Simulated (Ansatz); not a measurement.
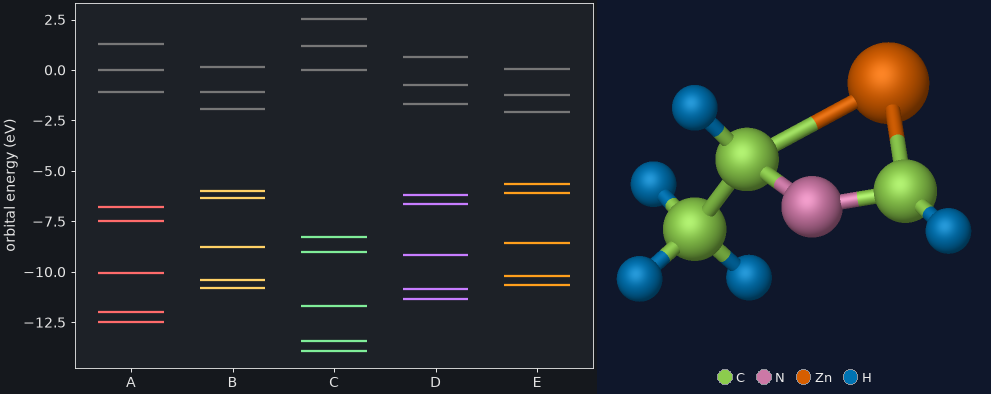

Frontier orbital energies of C₃H₅NZn, SMILES C[C@H]1N=[CH][Zn]1, singlet at one geometry, def2-TZVPP, the Ansatz code, at a PBE0-D4/def2-TZVP geometry (a minimum by its frequencies). Empty levels are grey, levels within 0.1 eV stand side by side; all columns show the same few orbitals around the gap.

The columns come from B3LYP, BHLYP, HSE06, LC-wPBE and r2SCAN0. Which is which?

A: BHLYP (HOMO −6.77, LUMO −1.08, separation 5.69 eV)
B: B3LYP (HOMO −5.98, LUMO −1.94, separation 4.04 eV)
C: LC-wPBE (HOMO −8.26, LUMO 0.00, separation 8.26 eV)
D: r2SCAN0 (HOMO −6.17, LUMO −1.69, separation 4.48 eV)
E: HSE06 (HOMO −5.66, LUMO −2.07, separation 3.59 eV)

Limits of at least one run: empty levels above zero depend strongly on the basis; no scalar relativity up to krypton.
